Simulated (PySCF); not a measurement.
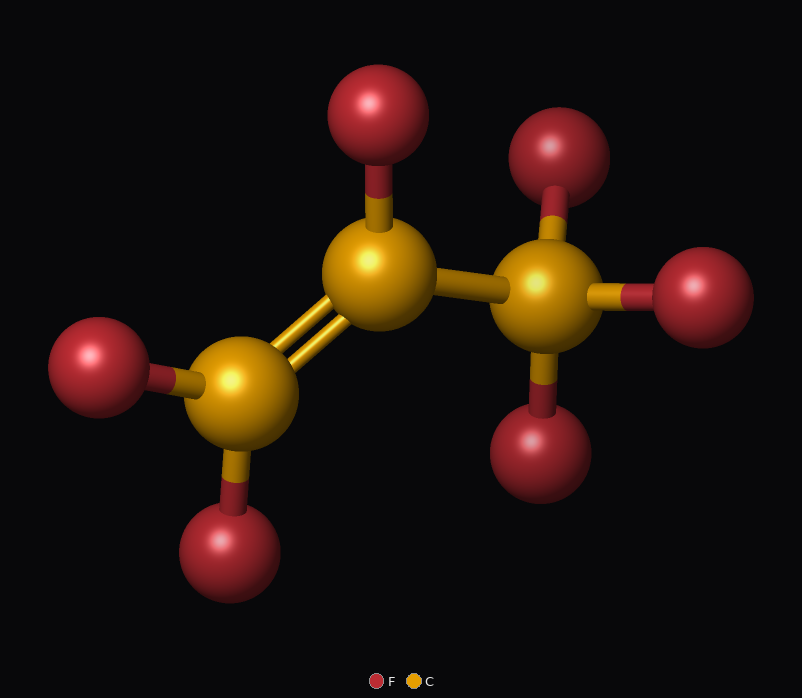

A ball-and-stick model of a molecule. Multiple sticks mark multiple bonds (one Kekulé form).

The computed structure is the end point of a GFN2-xTB optimisation. No frequency run is at hand to confirm it as a minimum.

**Count the atoms of each element.**

C3F6, 9 atoms: 3 carbon and 6 fluorine.

**Describe its rings.**

It has no ring.

**Write the SMILES.**

FC(F)=C(F)C(F)(F)F

**Name functional groups in it.**

Among them: alkene, C–F bond.

**How many bonds of each kind are drawn?**

6 C–F, 2 C–C.

More results for the same structure follow; atom numbers are the same in all pictures, views and colours differ.

## Shape

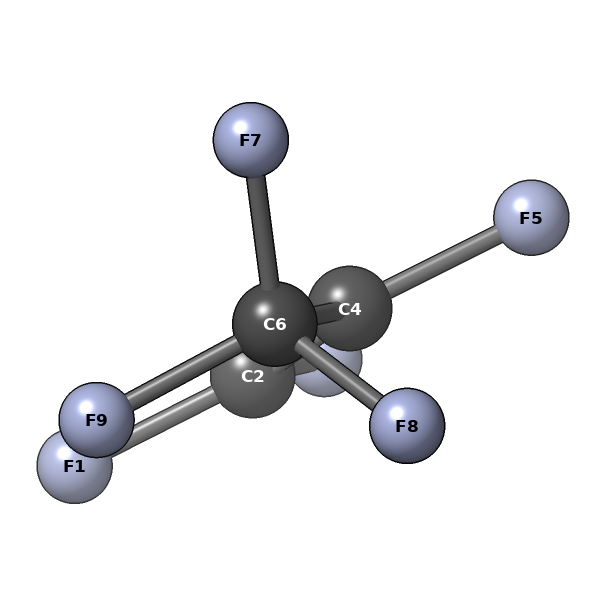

C4 lies behind C6. The molecule seen a little off the C6–C4 bond, C6 in front. Depth is shown by fading: the farther an atom, the more it takes the colour of the background. No frequency run is at hand to confirm it as a minimum.

**What is the torsion angle F7–C6–C4–F5? The sign is positive where the front bond must turn clockwise to cover the back bond.**

61°, synclinal (gauche).

## Dipole moment

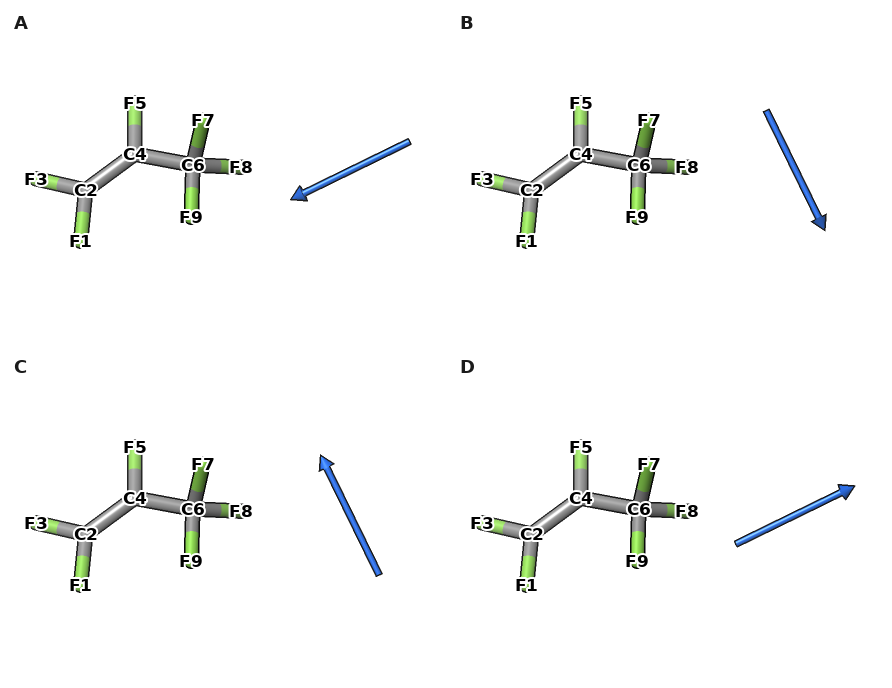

The same molecule four times, each with an arrow. No frequency run is at hand to confirm it as a minimum. Method: PBE0/pcSseg-1, gas phase (PySCF 2.14.0).

**Which arrow points along the dipole moment, from the negative to the positive end?**

A. The dipole moment is 1.04 D; it points from the side of F7, F8 to the side of F3 (the outermost atoms at the two ends).

## Charges

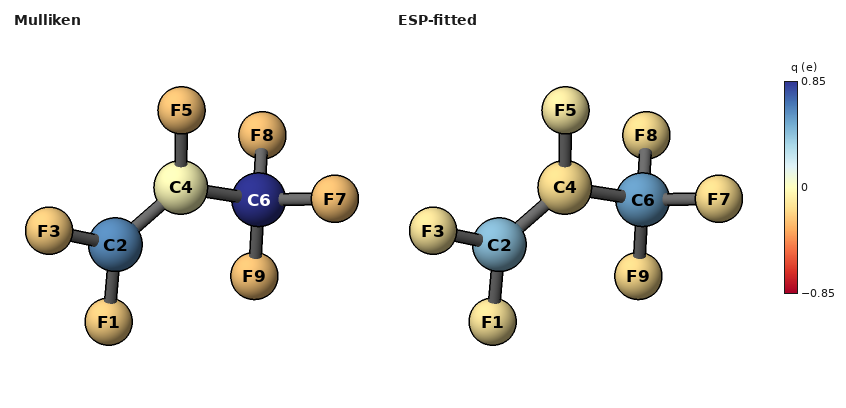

Atomic charges of one calculation by 2 schemes, on one colour scale. No frequency run is at hand to confirm it as a minimum. Level of theory: PBE0/pcSseg-1 (PySCF 2.14.0).

**Which scheme gives the most polar picture (largest mean size of the charges)?**

The Mulliken charges are the largest in size here.

**On which atom do the schemes disagree most?**

On C6 (from 0.54 to 0.85 e).

List the charges (e), one line for each set of equivalent atoms. Atoms whose distances differ by more than 0.02 Å in this geometry are listed apart.

| atom | Mulliken | ESP-fitted |
| --- | --- | --- |
| F1 | −0.21 | −0.13 |
| C2 | 0.60 | 0.44 |
| F3 | −0.22 | −0.12 |
| C4 | −0.02 | −0.16 |
| F5 | −0.25 | −0.08 |
| C6 | 0.85 | 0.54 |
| F7 | −0.25 | −0.16 |
| F8 | −0.25 | −0.16 |
| F9 | −0.25 | −0.17 |

## NMR shielding

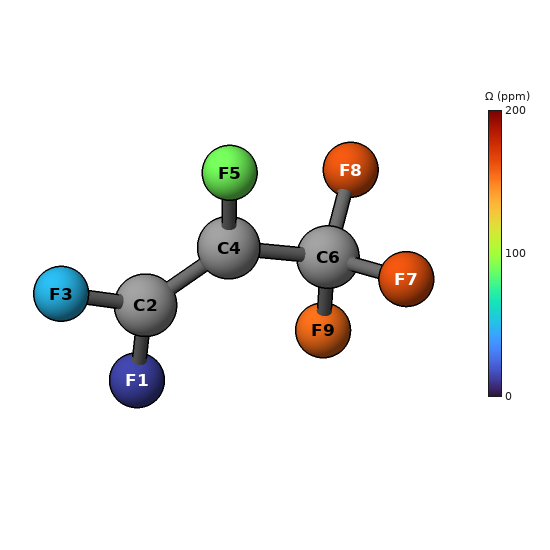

The F atoms are coloured by the span of their shielding tensor. No frequency run is at hand to confirm it as a minimum. Properties computed with GIAO PBE0/pcSseg-1 NMR shielding, non-relativistic, gas phase (PySCF 2.14.0). Principal shieldings σ11 ≤ σ22 ≤ σ33, span Ω = σ33 − σ11, skew κ = 3(σiso − σ22)/Ω.

Give the shielding tensors of the F atoms.

```
atom    σ11    σ22    σ33   σiso      Ω      κ
  F1  271.9  275.7  286.1  277.9   14.3   0.47
  F3  235.2  272.3  284.9  264.1   49.8  −0.50
  F5  328.6  398.2  418.4  381.8   89.7  −0.55
  F7  171.7  240.4  332.8  248.3  161.1   0.15
  F8  172.6  242.7  333.1  249.4  160.6   0.13
  F9  190.1  260.7  344.7  265.2  154.6   0.09
```

Shieldings and span in ppm.

Mulliken values depend strongly on the basis set and can even reverse the polarity of a bond.
